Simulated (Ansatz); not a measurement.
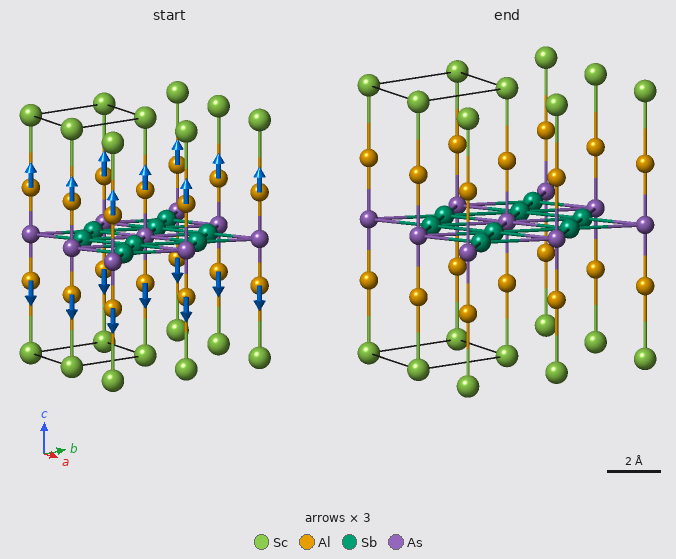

The structure of solid ScAl$_{2}$Sb$_{2}$As (a generated structure, set up in P6/mmm) (coarse preliminary run) before (left) and after (right) a relaxation, at one scale. The blue arrows give the displacements (the part carried along by the change of the cell is left out), magnified 3 times.

A ball-and-stick model of the cell of the calculation, repeated 2 × 2 × 1 with one cell outlined, seen slightly off an axis.

Theory: Ansatz 0.2.0, DFT PBE, scalar-relativistic, plane waves, PAW.

Input
```yaml
crystal:
  lattice:
    - [4.43060812, 0.0, 0.0]
    - [-2.21530406, 3.83701919, 0.0]
    - [0.0, 0.0, 9.16936692]
  atoms:
    - { symbol: Sc, position: [0.0, 0.0, 0.0] }
    - { symbol: Al, position: [0.0, 0.0, 0.69626502] }
    - { symbol: Al, position: [0.0, 0.0, 0.30373498] }
    - { symbol: Sb, position: [0.33333333, 0.66666667, 0.5] }
    - { symbol: Sb, position: [0.66666667, 0.33333333, 0.5] }
    - { symbol: As, position: [0.0, 0.0, 0.5] }
basis:
  ecutwfc: 420
kpoints:
  mp_grid: { grid: [6, 6, 2] }
hamiltonian:
  xc: pbe
scf:
  occupations: { method: gaussian, width: 0.1 }
  lower_state_search: "off"
output:
  forces: true
  stress: true
  eigenvalues: true
relax:
  adjacent_minimum: "off"
  f_tol: 0.04
  max_steps: 70
  cell: { stress_tol: 0.4 }
```

Launched with:
```bash
ansatz run input.yaml --threads 1 --pin off --max-ram 2560MiB --backend cpu --events-out ev --progress --plain --runs-dir out
```

Question: What changed between the two?

Answer: After 9 accepted moves (11 points after the start) the energy has fallen by 2139 meV per atom. The largest force component goes from 18 to 0.005 eV/Å. The pressure goes from 48.85 to −0.16 GPa. At 2 points the geometry stayed and the basis and grid were re-selected for the new cell (energy shift of 27.3 meV per atom at most each time). The largest moves relative to the cell, 0.33 Å, are those of Al2 and Al3. Al2 goes along +c. Sb and Sc and As stay in place. Cell: a = b 4.431 → 5.351 Å (+20.8 %), c 9.169 → 10.325 Å (+12.6 %). Volume +64.3 %. Among the contacts that change: Al2–As6 1.800 → 2.358 Å, Sb4–Sb5 2.558 → 3.090 Å, Sb4–As6 2.558 → 3.090 Å, Sc1–Al2 2.785 → 2.805 Å. The space group stays P6/mmm (No. 191). Cost: 53 s on 1 thread of Intel(R) Xeon(R) Gold 6455B (Sapphire Rapids), with other jobs on the host, peak memory 0.59 GiB.
